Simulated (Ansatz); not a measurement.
## Mg2C (model cell, started as antifluorite): the cell at rest

Wanted: the relaxed cell of Mg2C (model cell, started as antifluorite).

Calculated with Ansatz 0.2.0; DFT LDA, scalar-relativistic, plane waves, PAW.

The structure was built from a prototype and need not be the compound's stable phase.

### Step 1. The structure

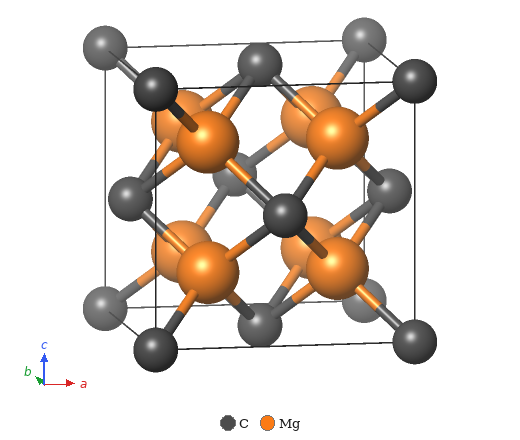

The cell as given, slightly off an axis (carbon dark grey, magnesium orange). This picture shows the conventional cell, with its axes. Some periodic images of atoms are drawn too.

### Step 2. A coarse first look

First a cheap look: the gap decides the mesh and the occupations, the pressure tells how far the cell has to move.

The input, input.yaml:

```yaml
crystal:
  lattice:
    - [0.0, 2.4609, 2.4609]
    - [2.4609, 0.0, 2.4609]
    - [2.4609, 2.4609, 0.0]
  atoms:
    - { symbol: C, position: [0.0, 0.0, 0.0] }
    - { symbol: Mg, position: [0.25, 0.25, 0.25] }
    - { symbol: Mg, position: [0.75, 0.75, 0.75] }
kpoints:
  mp_grid: { grid: [6, 6, 6] }
hamiltonian:
  xc: lda
scf:
  occupations: { method: gaussian, width: 0.1 }
output:
  forces: true
  stress: true
  eigenvalues: true
```

The run is started by

```bash
> ansatz run input.yaml --threads 4 --pin off --max-ram 7168MiB --backend cpu --events-out ev --progress --plain --runs-dir out
```

Numbers of over 12 decimals in the logs are rounded to 6 here.

What it wrote:

```text
Engine: ansatz 0.2.0, aarch64-unknown-linux-gnu
Pseudopotentials: kind: paw
Pseudopotential: C, paw, valence charge 4, recommended cutoff 420 eV (normal), C.paw.azcp
Pseudopotential: Mg, paw, valence charge 10, recommended cutoff 420 eV (normal), Mg.paw.azcp
Functional definition: SPW92
  exchange = slater_x
  correlation = pw_c
Crystal: 3 atoms, lattice volume = 29.807 Å³
Basis set: ecut = 420 eV, 561 PW (Γ)
[...]
--- Band table (eV; the first three rows and the last of 16) ---
  k-point 0: bands = [... 8 lower, -1.1237, 10.6574, 10.6574, 10.6574, 14.2841, 19.1654, 19.1654, 19.1654]
  k-point 1: bands = [... 8 lower, -0.7259, 8.9920, 10.5563, 10.5563, 15.3692, 19.0276, 19.1313, 19.1313]
  k-point 2: bands = [... 8 lower, 0.3163, 6.5200, 10.3787, 10.3787, 16.1832, 17.8729, 17.8729, 18.3558]
  k-point 15: bands = [... 8 lower, 1.8941, 6.6823, 8.0725, 8.0782, 13.4585, 18.1868, 19.6931, 21.3384]
[key lines of the parts left out:]
SCF converged after 6 iterations
Free energy (F): -4044.644943 eV
Fermi energy:    11.025682 eV
P = ⅓ Tr σ = 43.0300 GPa (430.300 kbar)
```

Run time: 0.26 s. Hardware: 4 threads of Arm Neoverse V2, shared host; peak memory 0.24 GiB; 0.61 s of CPU time.

A gap read on the k-mesh alone can miss the band edges.

Numbers from this step:

```yaml
pressure: 43.03 GPa
volume_per_atom: 9.936 Å³
gap_on_the_k_mesh: 0.7353 eV
direct_gap_on_mesh: 2.326 eV
```

The coarse mesh shows a gap of 0.74 eV and a pressure of 43.0 GPa.

### Step 3. Rough relaxation

A rough relaxation comes first, because large forces or stress need no tight tolerances yet.

input.yaml, as its differences from that of step 2:

```diff
@@ -10,3 +10,3 @@
 kpoints:
-  mp_grid: { grid: [6, 6, 6] }
+  mp_grid: { grid: [8, 8, 8] }
 hamiltonian:
@@ -19 +19,6 @@
   eigenvalues: true
+relax:
+  adjacent_minimum: "off"
+  f_tol: 0.05
+  max_steps: 80
+  cell: { stress_tol: 0.5 }
```

What it wrote:

```text
[...]
Crystal: 3 atoms, lattice volume = 29.807 Å³
Basis set: ecut = 420 eV, 561 PW (Γ)
Bands: 16, of which v1, the nominal top of the filled ones, is band 12 counted from 1 (11 counted from 0)
Symmetry: 48 space group operations
[...]
k-points: 29 of 512
[...]
--- Relaxed structure (6 steps of the walk, 6 accepted, 2 SCFs on fresh bases) ---
  F+E_penalty+E_count = -4045.58934660 eV   max|allowed force component| = 5.011e-17 eV/Å   (the final SCF, on the basis selected at the relaxed cell)
  cell:  # Å, volume = 38.4120 Å³
    - [0, 2.678010, 2.678010]
    - [2.678010, 0, 2.678010]
    - [2.678010, 2.678010, 0]
  atoms:
    - { symbol: C, position: [0, 0, 0] }
    - { symbol: Mg, position: [0.25, 0.25, 0.25] }
    - { symbol: Mg, position: [0.75, 0.75, 0.75] }
[key lines of the parts left out:]
SCF converged after 7 iterations
Free energy (F): -4045.589347 eV
Fermi energy:    8.234929 eV
P = ⅓ Tr σ = 0.0688 GPa (0.688 kbar)
```

Wall time 2.4 s (4 threads); peak memory 0.28 GiB; 7.4 s of CPU time.

The steps of the relaxation:

```
step  energy less that of the first step (eV)  largest force component (eV/Å)  pressure (GPa)  volume (Å³)
   1                                   0.0000                          0.0000           43.03        29.81
   2                                  -0.6054                          0.0000           21.35        32.91
   3                                  -0.8896                          0.0000            4.60        36.67
   4                                  -0.9078                          0.0000            0.75        37.85
   5                                  -0.9081                          0.0000            0.01        38.10
  6*                                  -0.9386                          0.0000            0.92        38.10
   7                                  -0.9392                          0.0000            0.07        38.41
  8*                                  -0.9396                          0.0000            0.07        38.41
```

Relaxation steps marked * repeat the geometry before them on a plane-wave basis chosen anew for their cell, so energy and pressure can jump there.

The run keeps the 48 symmetry operations that it works with, so distortions that break them were not tested.

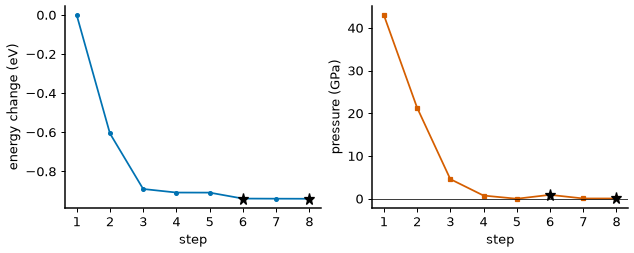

Energy and pressure along the relaxation. Stars mark steps on a basis chosen anew.

```
conventional cell, symmetrised  before  after   change
                         a (Å)   4.922  5.356   +8.8 %
                         b (Å)   4.922  5.356   +8.8 %
                         c (Å)   4.922  5.356   +8.8 %
              volume (Å³/atom)    9.94  12.80  +28.9 %
```

Final coordinates:

```cif
data_structure
_symmetry_space_group_name_H-M 'P 1'
_symmetry_Int_Tables_number 1
_cell_length_a 3.7873
_cell_length_b 3.7873
_cell_length_c 3.7873
_cell_angle_alpha 60.000
_cell_angle_beta 60.000
_cell_angle_gamma 60.000
_cell_volume 38.41
loop_
_atom_site_label
_atom_site_type_symbol
_atom_site_fract_x
_atom_site_fract_y
_atom_site_fract_z
_atom_site_occupancy
C1 C 0.00000 0.00000 0.00000 1
Mg2 Mg 0.25000 0.25000 0.25000 1
Mg3 Mg 0.75000 0.75000 0.75000 1
```

Numbers from this step:

```
pressure           : 0.06885 GPa
volume per atom    : 12.80 Å³
gap on the k-mesh  : 0.7658 eV
direct gap on mesh : 1.806 eV
```

In this step the volume went from 9.94 to 12.80 Å³/atom.

### Step 4. Bringing the structure to rest

The cell and atoms are relaxed, since residual forces and stress would shift the frequencies.

input.yaml, the sections that differ from step 3:

```yaml
crystal:
  lattice:
    - [0.0, 2.6780102526, 2.6780102526]
    - [2.6780102526, 0.0, 2.6780102526]
    - [2.6780102526, 2.6780102526, 0.0]
  atoms:
    - { symbol: C, position: [0.0, 0.0, 0.0] }
    - { symbol: Mg, position: [0.25, 0.25, 0.25] }
    - { symbol: Mg, position: [0.75, 0.75, 0.75] }
scf:
  occupations: { method: gaussian, width: 0.02 }
relax:
  adjacent_minimum: "off"
  f_tol: 0.005
  max_steps: 80
  cell: { stress_tol: 0.05 }
# kpoints, hamiltonian, output: as in step 3
```

What it wrote:

```text
[...]
Crystal: 3 atoms, lattice volume = 38.412 Å³
Basis set: ecut = 420 eV, 749 PW (Γ)
Bands: 16, of which v1, the nominal top of the filled ones, is band 12 counted from 1 (11 counted from 0)
Symmetry: 48 space group operations
[...]
k-points: 29 of 512
[...]
SCF iter   1: F=—  HF=-4045.603757 eV  |F-HF|=—  |Δ(HF+E_count)|=         —  Δρ=9.25e-3  dr2=2.64e-2  ethr=1.77e-3  ⟨swp⟩=5.9  Hψ=2324  notcnv=0
[...]
SCF iter   6: F=-4045.589347 eV  HF=-4045.589347 eV  |F-HF|=6.78e-11  |Δ(HF+E_count)|=   1.66e-9  Δρ=5.65e-7  dr2=6.06e-11  ethr=2.63e-11  ⟨swp⟩=2.0  Hψ=1209  notcnv=0
SCF 1 converged in 6 iterations: F = -4045.589347 eV  dr2 = 6.06e-11
[...]
relax step   1: F+E_penalty+E_count = -4045.58934660 eV  Δ(F+E_penalty+E_count) = +0.000e0 eV  max|allowed force component| = 4.318e-17 eV/Å  Δτ_max = 0.0000 Å  P = +0.069 GPa  Ω = 38.412 Å³  (6 SCF iters, dr2 threshold 1.00e-7 eV, accepted)
Crystal: 3 atoms, lattice volume = 38.428 Å³
[...]
SCF iter   7: F=-4045.589333 eV  HF=-4045.589333 eV  |F-HF|=1.36e-12  |Δ(HF+E_count)|=  9.09e-13  Δρ=4.20e-10  dr2=1.75e-17  ethr=1.00e-12  ⟨swp⟩=1.0  Hψ=1044  notcnv=0
SCF 2 converged in 7 iterations: F = -4045.589333 eV  dr2 = 1.75e-17
relax step   2: F+E_penalty+E_count = -4045.58933283 eV  Δ(F+E_penalty+E_count) = +1.377e-5 eV  max|allowed force component| = 5.551e-17 eV/Å  Δτ_max = 0.0000 Å  P = +0.026 GPa  Ω = 38.428 Å³  energy of the carried Pulay correction = -1.845e-5 eV  (7 SCF iters, dr2 threshold 1.18e-8 eV, accepted)
[...]
SCF iter   1: F=—  HF=-4045.589348 eV  |F-HF|=—  |Δ(HF+E_count)|=         —  Δρ=1.71e-6  dr2=5.02e-10  ethr=3.86e-8  ⟨swp⟩=3.4  Hψ=3509  notcnv=0
eigensolver tolerance schedule: the retry pair's looser diagonalisation over-reported the residual by 18476.00 of it (diagonalisation noise at 0.30 of the residual, at the tolerance the schedule requests for it); recorded, not acted on — ethr = c·dr2/N_el stays at c = 1.0e-1
[...]
SCF iter   2: F=—  HF=-4045.589349 eV  |F-HF|=—  |Δ(HF+E_count)|=   2.38e-7  Δρ=8.32e-7  dr2=1.17e-10  ethr=2.09e-12  ⟨swp⟩=3.2  Hψ=1013  notcnv=0
[...]
SCF iter   7: F=-4045.589349 eV  HF=-4045.589349 eV  |F-HF|=4.55e-13  |Δ(HF+E_count)|=  9.09e-13  Δρ=6.11e-9  dr2=1.13e-14  ethr=1.00e-12  ⟨swp⟩=3.0  Hψ=1507  notcnv=0
SCF 3 converged in 7 iterations: F = -4045.589349 eV  dr2 = 1.13e-14
relax step   3: F+E_penalty+E_count = -4045.58934873 eV  Δ(F+E_penalty+E_count) = -1.590e-5 eV  max|allowed force component| = 1.110e-16 eV/Å  Δτ_max = 0.0000 Å  P = +0.027 GPa  Ω = 38.428 Å³  stress off target by 2.66e-2 GPa  SCF on the basis re-selected at this cell (its energy is not comparable with the rows above)  (7 SCF iters)
[...]
SCF converged after 7 iterations
Free energy (F): -4045.589349 eV
[...]
Internal energy: -4045.589349 eV  (E = F + TS)
E sigma→0 (E₀):  -4045.589349 eV
Fermi energy:    8.229074 eV
[...]
--- Stress (GPa, compression-positive) ---
        0.026552      -0.000000      -0.000000
       -0.000000       0.026552      -0.000000
       -0.000000      -0.000000       0.026552
  P = ⅓ Tr σ = 0.0266 GPa (0.266 kbar)
--- Band table (eV; the first three rows and the last of 29) ---
  k-point 0: bands = [... 8 lower, -2.8891, 7.8462, 7.8462, 7.8462, 9.6498, 14.5455, 14.5455, 14.5455]
  k-point 1: bands = [... 8 lower, -2.7135, 6.7282, 7.7730, 7.7730, 10.4953, 14.4198, 14.7178, 14.7178]
  k-point 2: bands = [... 8 lower, -2.2244, 5.0582, 7.6135, 7.6135, 11.2666, 14.2440, 14.3932, 14.3932]
  k-point 28: bands = [... 8 lower, -0.6430, 4.7233, 4.7233, 5.3686, 11.1071, 14.2339, 14.9405, 14.9405]
--- Relaxed structure (2 steps of the walk, 2 accepted, 1 SCFs on fresh bases) ---
[...]
cell:  # Å, volume = 38.4278 Å³
    - [0, 2.678378, 2.678378]
    - [2.678378, 0, 2.678378]
    - [2.678378, 2.678378, 0]
  atoms:
    - { symbol: C, position: [0, 0, 0] }
    - { symbol: Mg, position: [0.250000, 0.250000, 0.250000] }
    - { symbol: Mg, position: [0.750000, 0.750000, 0.750000] }
```

The job ended after 1.1 s (4 threads; peak memory 0.29 GiB).

Little changed from the start: no atom moved by 0.005 Å and no cell edge by 0.1 %.

This step gave:

| Property | Result |
| --- | --- |
| pressure | 0.02655 GPa |
| volume per atom | 12.81 Å³ |
| direct gap on mesh | 1.804 eV |

In this step the volume went from 12.80 to 12.81 Å³/atom.

### Step 5. Relaxing to small forces for the phonons

Phonons need a cell at rest on their own settings, so the relaxation is repeated with tight tolerances on forces and stress, using the mesh and the filling of the phonon run that follows.

input.yaml, the sections that differ from step 4:

```yaml
crystal:
  lattice:
    - [0.0, 2.6783779979, 2.6783779979]
    - [2.6783779979, 0.0, 2.6783779979]
    - [2.6783779979, 2.6783779979, 0.0]
  atoms:
    - { symbol: C, position: [0.0, 0.0, 0.0] }
    - { symbol: Mg, position: [0.25, 0.25, 0.25] }
    - { symbol: Mg, position: [0.75, 0.75, 0.75] }
scf:
  occupations: { method: fixed }
relax:
  adjacent_minimum: "off"
  f_tol: 0.001
  max_steps: 60
  cell: { stress_tol: 0.01 }
# kpoints, hamiltonian, output: as in step 4
```

What it wrote:

```text
[...]
Crystal: 3 atoms, lattice volume = 38.428 Å³
Basis set: ecut = 420 eV, 749 PW (Γ)
Bands: 16, of which v1, the nominal top of the filled ones, is band 12 counted from 1 (11 counted from 0)
Symmetry: 48 space group operations
[...]
k-points: 29 of 512
[...]
k-point 28: bands = [... 8 lower, -0.6452, 4.7210, 4.7210, 5.3664, 11.1042, 14.2297, 14.9361, 14.9361]
--- Relaxed structure (3 steps of the walk, 3 accepted, 1 SCFs on fresh bases) ---
[...]
cell:  # Å, volume = 38.4377 Å³
    - [0, 2.678607, 2.678607]
    - [2.678607, 0, 2.678607]
    - [2.678607, 2.678607, 0]
  atoms:
    - { symbol: C, position: [0, 0, 0] }
    - { symbol: Mg, position: [0.25, 0.25, 0.25] }
    - { symbol: Mg, position: [0.75, 0.75, 0.75] }
[key lines of the parts left out:]
SCF converged after 3 iterations
Free energy (F): -4045.589338 eV
Fermi energy:    7.843627 eV
P = ⅓ Tr σ = 0.0002 GPa (0.002 kbar)
```

It took 1.2 s on 4 threads; peak memory 0.28 GiB.

Little changed from the start: no atom moved by 0.005 Å and no cell edge by 0.1 %.

This step gave:

| Property | Result |
| --- | --- |
| pressure | 2.48e-4 GPa |
| direct gap on mesh | 1.802 eV |

The forces vanish by symmetry and the pressure is 0.000 GPa, within the tolerances set. The cell now holds 12.81 Å³/atom.

### Step 6. Summary of results

```
space group after relaxation (within 0.01 Å) : Fm-3m
lattice constant a                           : 5.357 Å
lattice constant b                           : 5.357 Å
lattice constant c                           : 5.357 Å
volume per atom                              : 12.8 Å³
gap on the k-mesh                            : 0.766 eV
```

In words: The forces vanish by symmetry and the pressure is 0.000 GPa, within the tolerances set. The cell now holds 12.81 Å³/atom. The relaxation keeps the symmetry of its start, so it says nothing on stability against lower symmetry. The starting cell was built on a prototype and not taken from a measurement, so the phase need not exist.

[Logs are printed without paths, hosts, clocks, repeated set-up lines and the standing remarks that a program may print on its own settings, such as how far it seeks lower states.]

[Hosts, paths, dates, database ids (printed as entryN), source tags and the programs' standing remarks are cut or masked in the printed files.]
